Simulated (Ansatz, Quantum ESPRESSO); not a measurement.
# Zr2CO2 MXene, 1 layer: the dipole at a withheld member of a series

Method. Quantum ESPRESSO 7.5, PBE, GBRV ultrasoft. Cell and atoms are relaxed without a field with a D3(BJ) correction and then held. Sawtooth field with dipole correction, 17 Å of vacuum in the starting cell, Fermi-Dirac smearing of 0.002 Ry; bands along a path at each field. The series steps the field along the normal.

| field along the normal | dipole (e Å) |
| --- | --- |
| 0 V/Å | 0.0000 |
| 0.05 V/Å | 0.0144 |
| 0.1 V/Å | 0.0289 |
| 0.3 V/Å | 0.0867 |
| 0.4 V/Å | 0.1156 |

One more run was made and is withheld. What is the dipole at 0.2 V/Å?

**Fit.** The rows at 0.1 V/Å and 0.3 V/Å give a slope of (0.0867 − (0.0289))/(0.3 − (0.1)) = 0.289, so a straight line gives 0.0578 e Å. A parabola through these and the row at 0.05 V/Å gives 0.0578 e Å.

**The withheld run.** 0.0578 e Å. The line misses by 0.0000 and the parabola by 0.0000 e Å. Both misses are under 5 % of the step from the nearer row.

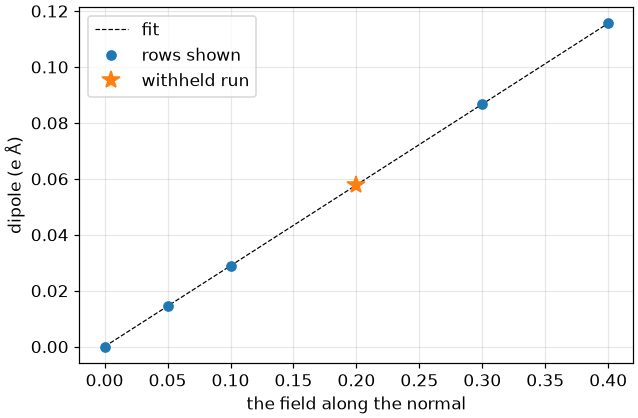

The rows shown, the fit and the withheld run.

**Limits.** Ions are held; semilocal gaps are too small; in strong fields empty levels can belong to the vacuum; one stacking. Members without a usable value, or on the other side of zero field or charge, are not listed.
